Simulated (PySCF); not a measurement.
Consider C₃H₁₂N₂Si₂ (SMILES C/C=N\[SiH2]N(C)[SiH3]).

Input

```
{"job": {"kind": "uv", "xc": "CAM-B3LYP", "basis": "def2-SVPD", "nstates": 8, "ntriplets": 3}, "charge": 0, "multiplicity": 1}
C     -3.086065     0.162689     1.191829
C     -2.492654    -0.182502    -0.132928
N     -1.348890     0.079919    -0.558482
Si     0.033198     0.912589     0.037027
N      1.365358    -0.143077    -0.320438
C      1.366901    -0.780114    -1.623520
Si     2.882277    -0.127462     0.509153
H     -2.370792     0.700392     1.806564
H     -3.399318    -0.748502     1.699492
H     -3.973254     0.775757     1.038531
H     -3.163404    -0.730646    -0.802082
H      0.039018     2.149906    -0.754270
H      0.149448     1.205923     1.466364
H      1.827253    -0.138978    -2.382144
H      1.930084    -1.713432    -1.585273
H      0.346797    -0.997969    -1.930485
H      3.391101    -1.503223     0.490144
H      2.633309     0.338221     1.868498
H      3.859829     0.749758    -0.153921
```

Command:

```sh
OMP_NUM_THREADS=1 python probes_run.py task.json out
```

Geometry: GFN2-xTB.

These are results of CAM-B3LYP/def2-SVPD, SCF density, gas phase (PySCF), not measurements.

### What will maps of the electron density and electron localisation function show?

C–N (1.25 Å): ρ is about 2.9 e/Å³ halfway; the ELF peaks at about 0.90 between the atoms (a short, multiple covalent bond).
C–C (1.49 Å): ρ at the midpoint is about 1.8 e/Å³; the ELF peaks at about 0.95 between the atoms (a covalent bond).
Si–N (1.72 Å): ρ is about 1.1 e/Å³ halfway; the ELF peaks at about 0.90 between the atoms: a shared but strongly polarised pair.
C–H (1.09 Å): ρ at the midpoint is about 2 e/Å³; the ELF climbs to about 1 towards the hydrogen, as it does in any bond to H; a covalent bond by its length.

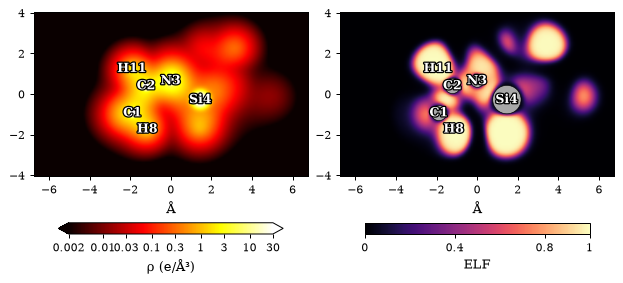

Computed electron density and electron localisation function on the plane of atoms C2, N3 and Si4, in this order. Grey discs cover the atomic cores in the ELF map. 
